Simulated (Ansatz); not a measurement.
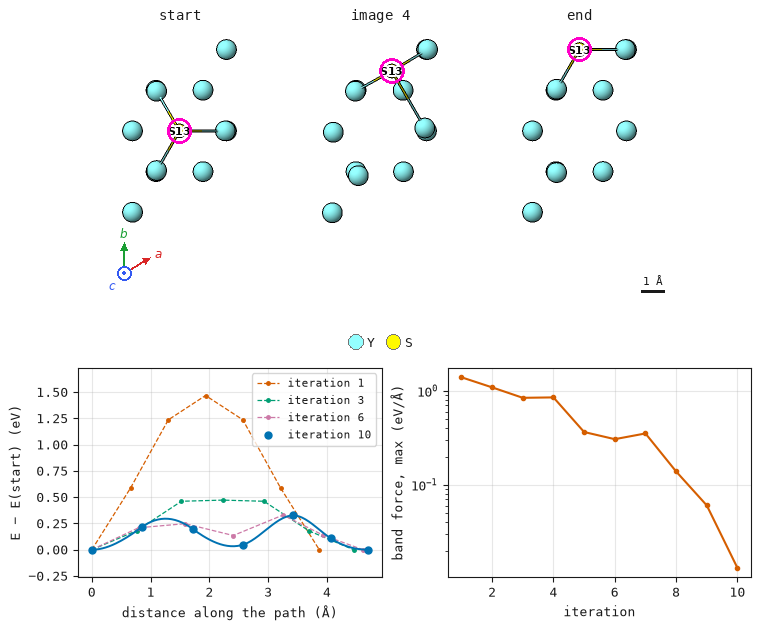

A nudged-elastic-band calculation for S on Y(0001) (13 atoms in the cell). Images are numbered from 0 (start) to 6 (end). The plot follows the band through its iterations. A ball-and-stick model of the simulation cell, with the vacuum cut short (origin moved), seen along the c axis. The moving atom is ringed, with any periodic copies. Bonds to atoms that aren't drawn are left out.

Method: Ansatz, DFT PBE-D3(BJ), scalar-relativistic, plane waves, PAW.

Input
```yaml
crystal:
  lattice:
    - [7.3, 0.0, 0.0]
    - [3.65, 6.321985, 0.0]
    - [0.0, 0.0, 18.73415]
  atoms:
    - { symbol: "Y", position: [0.0, 0.0, 0.0533785] }
    - { symbol: "Y", position: [0.5, 0.0, 0.0533785] }
    - { symbol: "Y", position: [0.0, 0.5, 0.0533785] }
    - { symbol: "Y", position: [0.5, 0.5, 0.0533785] }
    - { symbol: "Y", position: [-0.16649455, 0.33305634, 0.20216265] }
    - { symbol: "Y", position: [0.33332065, 0.33333777, 0.19859146] }
    - { symbol: "Y", position: [-0.16649752, 0.83350753, 0.20211739] }
    - { symbol: "Y", position: [0.33305753, 0.83350787, 0.20216423] }
    - { symbol: "Y", position: [2.741e-05, 2.429e-05, 0.34447601] }
    - { symbol: "Y", position: [0.50417775, -0.00812682, 0.3537697] }
    - { symbol: "Y", position: [-0.0081051, 0.50415788, 0.35378303] }
    - { symbol: "Y", position: [0.50429466, 0.50428185, 0.35370538] }
    - { symbol: S, position: [0.66673481, 0.66674232, 0.44357707] }
basis:
  ecutwfc: 420.0
kpoints:
  mp_grid: { grid: [3, 3, 1] }
hamiltonian:
  xc: pbe
  dispersion: d3bj
scf:
  occupations: { method: gaussian, width: 0.05 }
  lower_state_search: "off"
neb:
  images: 5
  f_tol: 0.05
  initial_path: idpp
  max_iterations: 80
  spring: 2.0
  constraints: [{ sites: [0, 1, 2, 3] }]
  final_atoms:
    - { symbol: "Y", position: [0.0, 0.0, 0.0533785] }
    - { symbol: "Y", position: [0.5, 0.0, 0.0533785] }
    - { symbol: "Y", position: [0.0, 0.5, 0.0533785] }
    - { symbol: "Y", position: [0.5, 0.5, 0.0533785] }
    - { symbol: "Y", position: [-0.16649754, 0.33350757, 0.20211739] }
    - { symbol: "Y", position: [0.33305751, 0.33350791, 0.20216423] }
    - { symbol: "Y", position: [-0.16649457, 0.83305638, 0.20216265] }
    - { symbol: "Y", position: [0.33332063, 0.83333781, 0.19859146] }
    - { symbol: "Y", position: [-0.00810512, 0.00415792, 0.35378303] }
    - { symbol: "Y", position: [0.50429464, 0.00428189, 0.35370538] }
    - { symbol: "Y", position: [2.739e-05, 0.50002433, 0.34447601] }
    - { symbol: "Y", position: [0.50417773, 0.49187322, 0.3537697] }
    - { symbol: S, position: [0.66673479, 1.16674236, 0.44357707] }
  order_check: true
```

Launched with:
```bash
ansatz run input.yaml --threads 4 --pin off --max-ram 10240MiB --backend cpu --events-out ev --progress --plain --runs-dir out
```

**Did the band converge, and can the barrier be trusted?**

The run is converged, with reservations. The band converged in 10 iterations. The largest component of the band force went from 1.4 to 0.013 eV/Å. The climbing image converged on the top of the path. A check of its curvatures found one unstable direction (−1.4 eV/Å²), as a transition state must have. The first iteration put the highest image at 1.47 eV. The two ends have the same energy, and the highest point, image 4, lies 0.33 eV above the start. The profile has 2 maxima (images 1, 4) with a dip at image 3 (+0.05 eV), so the process runs in steps.

Limits of the set-up: the periodic images lie only 7.3 Å apart, so the values are limited by the cell's size.

Cost: 10 min on 4 threads of Intel(R) Xeon(R) Platinum 8488C (Sapphire Rapids), with other jobs on the host, peak memory 3 GiB.
